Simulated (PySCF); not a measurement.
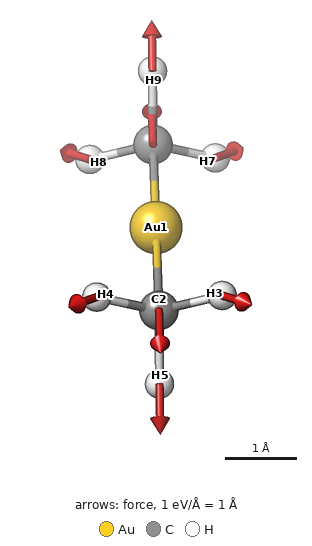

Starting geometry of C₂H₆Au (charge −1) with the computed forces as red arrows. The picture is a ball-and-stick view, seen from a free direction.

These are results of RKS B3LYP, Au def2-SVP with ECP60, C def2-SVP, H def2-SVP; non-relativistic Hamiltonian with scalar-relativistic core potentials; density fitting in PySCF, not measurements. (symmetry kept (D3d))

Question: Is this structure relaxed? If not, where do the atoms go?

Answer: It isn't relaxed: the largest force vector, on C atoms, is 1.03 eV/Å. The final displacements follow the starting forces only in part (cosine between the two patterns 0.77). The largest moves after the best rigid fit, 0.20 Å, are those of H atoms. Largest moves by element: H 0.20 Å, C 0.13 Å. Au stays in place. Near-neighbour distances that change, for instance: Au–C 1.995 → 2.129 Å, C–H 1.090 → 1.110 Å. Bond angles that change, for instance: H–C–H 109.5° → 106.1°, Au–C–H 109.5° → 112.7°. Over 4 geometry steps the energy falls by 0.433 eV. Largest force component: 1 eV/Å at the start, 0.0029 eV/Å at the end. Cost: 13 s on 2 threads of Arm Neoverse V2, with other jobs on the host, peak memory 0.82 GiB.

Limits of the set-up: the basis has no diffuse functions, which an anion needs.
